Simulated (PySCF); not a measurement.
**C4H14BN: NMR shifts at several levels of theory, part 1 of 2**

Aim: compute the NMR shifts of C4H14BN (`[BH3-][NH2+]C(C)(C)C`) at several levels, and see how far they spread and what each costs.

Computed with PySCF 2.14.0, with density-fitted response routines of our own, on a single molecule in the gas phase. Atoms are numbered from 0 throughout.

**1. The starting structure**

20 atoms, charge 0, multiplicity 1; geometry from: GFN2-xTB.

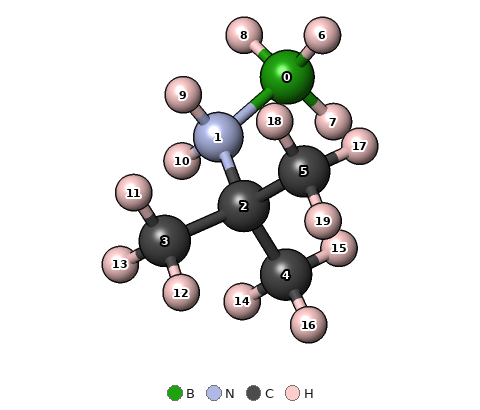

The starting geometry (boron green, nitrogen light blue, carbon dark grey, hydrogen pink), atoms numbered.

**2. Relaxing the molecule at PBE0-D3(BJ)/def2-SVP**

The job: settings as JSON, then the geometry in Å.

```
{"job": {"xc": "PBE0", "basis": "def2-SVP", "d3": "d3bj", "grid": 1, "kind": "geom"}, "charge": 0, "multiplicity": 1}
B      2.224010    -0.594160     0.000490
N      0.881120     0.130790    -0.648470
C     -0.439160     0.108480     0.018060
C     -1.395820     1.005180    -0.776280
C     -0.956050    -1.326880     0.027390
C     -0.288010     0.634730     1.441080
H      2.525290     0.015060     0.977800
H      1.960460    -1.733910     0.220960
H      3.041930    -0.482620    -0.864360
H      1.178740     1.093690    -0.773600
H      0.796350    -0.292430    -1.567860
H     -1.039610     2.034310    -0.794260
H     -2.383020     0.998860    -0.321550
H     -1.495750     0.655100    -1.802850
H     -1.110190    -1.689550    -0.987490
H     -0.234560    -1.971420     0.519750
H     -1.901270    -1.385960     0.560120
H      0.398720     0.003170     1.994530
H      0.105370     1.648950     1.436750
H     -1.250940     0.639460     1.944790
```

The program printed:

```text
step   0  E = -240.00192576  max force = 0.014303
step   1  E = -240.00482582  max force = 0.007632
step   2  E = -240.00500632  max force = 0.003663
step   3  E = -240.00506584  max force = 0.000630
step   4  E = -240.00507602  max force = 0.000361
optimisation converged
```

Wall time 69 s (8 threads of Intel Xeon at 2.50GHz (Skylake/Cascade Lake), shared host).

Relaxation path:

```csv
step,energy from step 0 (eV),largest force component (eV/Å)
0,0.0000,0.7355
1,-0.0789,0.3925
2,-0.0838,0.1884
3,-0.0854,0.0324
4,-0.0857,0.0186
```

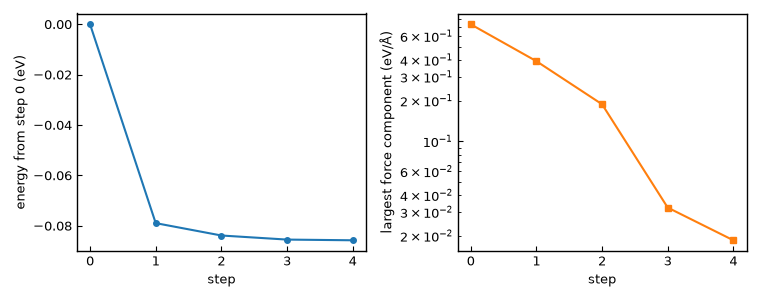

Energy and force, step by step.

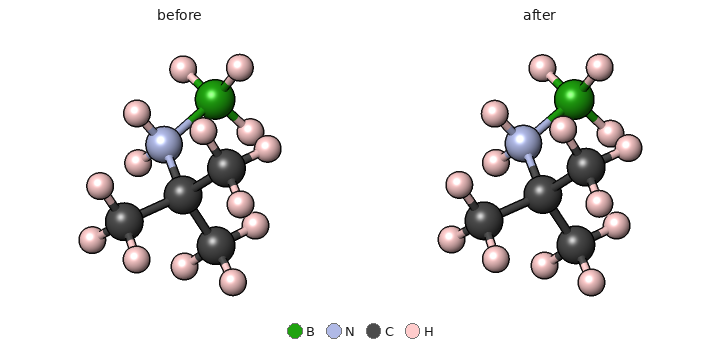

Before and after, at one scale.

Distances of close pairs at the start and the end, largest changes first:

```
  bond  before (Å)  after (Å)  change (Å)
 B0–H7       1.190      1.224      +0.034
 B0–H6       1.190      1.224      +0.033
 B0–H8       1.196      1.228      +0.032
 B0–N1       1.658      1.630      -0.028
 N1–C2       1.479      1.499      +0.020
C5–H18       1.088      1.102      +0.014
C4–H14       1.089      1.102      +0.014
C3–H11       1.089      1.102      +0.013
```

The end geometry stands in the next job.

```
                         at the end point                value
  point group (found at 0.08 Å tolerance)                   C1
rotational constants (GHz, main isotopes)  4.291, 2.482, 2.479
                        dipole moment (D)                 5.59
```

**3. NMR shieldings: PBE0/pcSseg-2**

The job: settings as JSON, then the geometry in Å.

```
{"job": {"kind": "nmr", "xc": "PBE0", "basis": "pcSseg-2", "pop": false}, "charge": 0, "multiplicity": 1}
B      2.206562    -0.590567    -0.000319
N      0.897769     0.127830    -0.654636
C     -0.438407     0.104783     0.024318
C     -1.382927     0.998584    -0.776454
C     -0.947447    -1.331298     0.033519
C     -0.277015     0.632677     1.443501
H      2.501534     0.039711     1.006228
H      1.922108    -1.759320     0.226728
H      3.061461    -0.486285    -0.875230
H      1.161310     1.103783    -0.807028
H      0.781328    -0.265165    -1.591124
H     -1.026496     2.041500    -0.798334
H     -2.385812     1.000692    -0.325516
H     -1.486269     0.645859    -1.815609
H     -1.087562    -1.711875    -0.991435
H     -0.240539    -1.991834     0.551916
H     -1.920102    -1.378108     0.543689
H      0.403763    -0.003436     2.023543
H      0.131588     1.655610     1.446115
H     -1.257234     0.657708     1.941129
```

Level: GIAO PBE0/pcSseg-2 NMR shielding, non-relativistic, gas phase.

The program printed:

```text
coarse grid: 15176 points
cycle   1  E = -240.1653180516  dE =  2.418e-01  |g| = 5.074e-01  |ddm| = 2.645e+00
cycle   2  E = -240.1755406922  dE = -1.022e-02  |g| = 4.932e-01  |ddm| = 1.151e+00
cycle   3  E = -240.2416641404  dE = -6.612e-02  |g| = 3.846e-02  |ddm| = 5.071e-01
cycle   4  E = -240.2419661735  dE = -3.020e-04  |g| = 1.949e-02  |ddm| = 6.893e-02
cycle   5  E = -240.2420644414  dE = -9.827e-05  |g| = 4.433e-03  |ddm| = 1.912e-02
cycle   6  E = -240.2420687606  dE = -4.319e-06  |g| = 1.325e-03  |ddm| = 4.636e-03
final grid: 142240 points
cycle   7  E = -240.2507409159  dE = -1.994e-04  |g| = 9.495e-03  |ddm| = 1.229e-01
cycle   8  E = -240.2507347039  dE =  6.212e-06  |g| = 1.075e-02  |ddm| = 1.612e-02
cycle   9  E = -240.2507631582  dE = -2.845e-05  |g| = 1.088e-03  |ddm| = 7.802e-03
cycle  10  E = -240.2507633807  dE = -2.224e-07  |g| = 4.718e-04  |ddm| = 1.421e-03
cycle  11  E = -240.2507634278  dE = -4.714e-08  |g| = 8.356e-05  |ddm| = 3.466e-04
cycle  12  E = -240.2507634292  dE = -1.422e-09  |g| = 2.636e-05  |ddm| = 9.327e-05
cycle  13  E = -240.2507634294  dE = -1.697e-10  |g| = 5.077e-06  |ddm| = 2.494e-05
converged SCF energy = -240.2507634294

GIAO shielding tensors (ppm)
atom      isotropic    diamagn.    paramagn.     s11        s22        s33       span
  0 B      126.584     186.403     -59.819    114.680    115.763    149.308     34.628
  1 N      176.274     313.037    -136.763    154.026    164.660    210.136     56.110
  2 C      129.106     246.384    -117.278    115.257    118.808    153.251     37.995
  3 C      147.833     244.253     -96.421    128.990    130.413    184.095     55.105
  4 C      157.155     244.332     -87.176    137.211    150.666    183.588     46.377
  5 C      156.815     244.252     -87.437    141.764    149.869    178.812     37.047
  6 H       29.451      29.995      -0.544     26.330     27.827     34.195      7.865
  7 H       29.341      30.287      -0.946     26.077     27.881     34.065      7.988
  8 H       29.463      28.841       0.622     26.386     27.694     34.308      7.922
  9 H       28.446      33.326      -4.880     21.836     27.674     35.828     13.992
 10 H       28.455      33.372      -4.917     21.872     27.465     36.029     14.157
 11 H       30.278      31.042      -0.764     26.941     27.966     35.927      8.986
 12 H       29.860      30.006      -0.146     26.233     27.268     36.080      9.847
 13 H       30.270      30.962      -0.692     27.012     27.873     35.924      8.911
 14 H       30.753      31.241      -0.489     27.258     27.954     37.046      9.788
 15 H       28.706      30.862      -2.155     23.960     28.252     33.908      9.948
 16 H       30.412      30.681      -0.268     26.761     28.256     36.220      9.460
 17 H       29.001      30.859      -1.857     24.702     28.173     34.129      9.427
 18 H       30.556      31.078      -0.521     27.278     27.610     36.782      9.504
 19 H       30.470      30.730      -0.259     26.898     28.278     36.235      9.337
```

Run time: 2.6 min. Hardware: 8 threads of Intel Xeon at 2.50GHz (Skylake/Cascade Lake), shared host.

The references, computed at this level on geometries of the same kind, shield at (ppm): ¹H TMS 31.25, ¹³C TMS 184.1, ¹⁵N NH3 261.7, ¹¹B BF3·OEt2 99.1. Their shielding less the atom's gives the shift. The references are single molecules in the gas phase, so shifts against H2O, NH3, PH3, H3PO4 or CFCl3 are not on the usual liquid scales and can be off by tens of ppm. Atoms listed in one row are averaged.

```csv
atoms,environment,σ (ppm),δ (ppm)
C2,fully substituted sp3 carbon bonded to N,129.1,55.0
"C3, C4, C5",methyl carbon,153.9,30.2
"H9, H10",hydrogen on a donor nitrogen of a Lewis adduct,28.45,2.79
"H6, H7, H8",hydrogen on a boron bonded to N,29.42,1.83
"H11, H12, H13, H14, H15 and 4 more",hydrogen on a methyl carbon,30.03,1.21
B0,"boron bonded to N, 3 H",126.6,-27.5
N1,donor nitrogen of a Lewis adduct,176.3,85.4
```

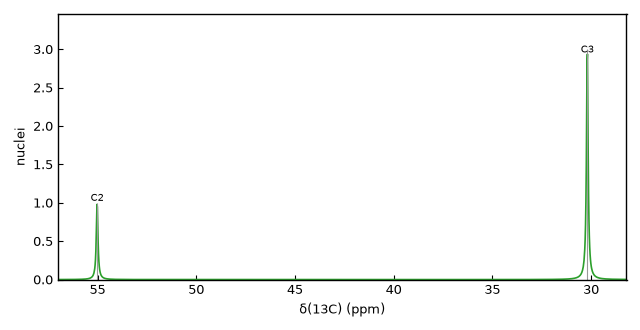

¹³C lines at the computed shifts, without couplings. Lines are broadened to a width of 0.10 ppm (Lorentzian).

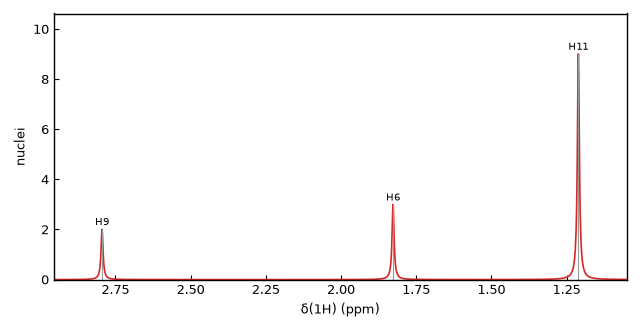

¹H lines at the computed shifts, without couplings. Lines are broadened to a width of 0.01 ppm (Lorentzian).

**4. Shielding tensors: PBE/pcSseg-2**

Same as in step 3 but for these lines:

```diff
@@ -1,2 +1,2 @@
-{"job": {"kind": "nmr", "xc": "PBE0", "basis": "pcSseg-2", "pop": false}, "charge": 0, "multiplicity": 1}
+{"job": {"kind": "nmr", "xc": "PBE", "basis": "pcSseg-2", "pop": false}, "charge": 0, "multiplicity": 1}
 B      2.206562    -0.590567    -0.000319
```

With the program's defaults for keys left out, this is: GIAO PBE/pcSseg-2 NMR shielding, non-relativistic, gas phase.

The program printed:

```text
coarse grid: 15176 points
cycle   1  E = -240.0433444130  dE =  9.260e-02  |g| = 7.081e-01  |ddm| = 2.668e+00
cycle   2  E = -239.8967235747  dE =  1.466e-01  |g| = 1.001e+00  |ddm| = 1.832e+00
cycle   3  E = -240.1883362141  dE = -2.916e-01  |g| = 1.021e-01  |ddm| = 1.109e+00
cycle   4  E = -240.1906395960  dE = -2.303e-03  |g| = 5.161e-02  |ddm| = 1.679e-01
cycle   5  E = -240.1912412953  dE = -6.017e-04  |g| = 9.884e-03  |ddm| = 3.718e-02
cycle   6  E = -240.1912602099  dE = -1.891e-05  |g| = 4.325e-03  |ddm| = 1.372e-02
cycle   7  E = -240.1912648931  dE = -4.683e-06  |g| = 8.058e-04  |ddm| = 3.756e-03
final grid: 142240 points
cycle   8  E = -240.2056564059  dE = -3.013e-04  |g| = 1.639e-02  |ddm| = 1.723e-01
cycle   9  E = -240.2055492345  dE =  1.072e-04  |g| = 2.611e-02  |ddm| = 3.041e-02
cycle  10  E = -240.2057217162  dE = -1.725e-04  |g| = 2.700e-03  |ddm| = 1.966e-02
cycle  11  E = -240.2057232616  dE = -1.545e-06  |g| = 8.842e-04  |ddm| = 2.998e-03
cycle  12  E = -240.2057234300  dE = -1.684e-07  |g| = 1.700e-04  |ddm| = 6.117e-04
cycle  13  E = -240.2057234348  dE = -4.785e-09  |g| = 9.394e-05  |ddm| = 2.064e-04
cycle  14  E = -240.2057234369  dE = -2.157e-09  |g| = 1.741e-05  |ddm| = 7.992e-05
cycle  15  E = -240.2057234370  dE = -7.071e-11  |g| = 4.354e-06  |ddm| = 1.858e-05
converged SCF energy = -240.2057234370

GIAO shielding tensors (ppm)
atom      isotropic    diamagn.    paramagn.     s11        s22        s33       span
  0 B      122.552     187.054     -64.502    109.845    111.051    146.758     36.913
  1 N      165.743     310.906    -145.163    144.028    151.399    201.801     57.773
  2 C      121.633     245.610    -123.977    107.559    111.334    146.005     38.446
  3 C      142.149     244.054    -101.906    122.238    123.701    180.507     58.269
  4 C      152.073     243.993     -91.921    130.934    145.391    179.893     48.959
  5 C      151.745     243.878     -92.133    135.820    144.663    174.752     38.932
  6 H       29.320      29.920      -0.600     26.350     27.556     34.055      7.706
  7 H       29.206      30.205      -0.999     26.108     27.565     33.945      7.837
  8 H       29.307      28.840       0.467     26.388     27.545     33.990      7.602
  9 H       28.189      32.887      -4.698     21.684     27.808     35.075     13.391
 10 H       28.199      32.921      -4.721     21.724     27.585     35.288     13.564
 11 H       30.214      31.072      -0.858     27.085     27.961     35.597      8.513
 12 H       29.733      30.152      -0.419     26.285     27.209     35.704      9.419
 13 H       30.206      31.000      -0.795     27.166     27.852     35.598      8.432
 14 H       30.717      31.235      -0.518     27.402     27.964     36.785      9.383
 15 H       28.574      30.811      -2.237     23.984     28.250     33.490      9.506
 16 H       30.352      30.801      -0.450     26.906     28.360     35.789      8.883
 17 H       28.886      30.820      -1.934     24.739     28.182     33.737      8.998
 18 H       30.515      31.061      -0.546     27.423     27.598     36.526      9.103
 19 H       30.409      30.860      -0.451     27.078     28.348     35.802      8.724
```

It took 2.1 min on 8 threads of Intel Xeon at 2.50GHz (Skylake/Cascade Lake), shared host.

This run: δ C2 57.8, C3 30.7, B0 -29.8, N1 95.3, H9 2.98, H6 1.90 ppm (means over like atoms).

(Continued in part 2 of 2.)
